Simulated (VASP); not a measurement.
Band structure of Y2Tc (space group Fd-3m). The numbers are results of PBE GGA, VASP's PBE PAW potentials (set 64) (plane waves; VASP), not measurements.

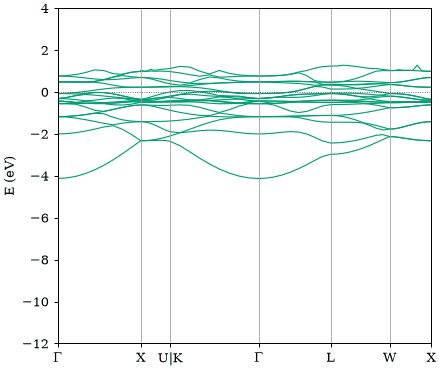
Fig. 1. Bands along high-symmetry lines, zero at the valence-band maximum or, without a gap, the Fermi level

Problem. Read the plot: is there a gap, and where are the band edges?

Solution. It has no gap at this level: it comes out as a metal or semimetal.

The structure was generated: Y2Tc was put into an ordered model structure, which need not be its known phase. The cell was not relaxed at this level. The k-mesh is coarse (spacing up to 0.38 per Å, 2π included), so the numbers may not be converged in it.
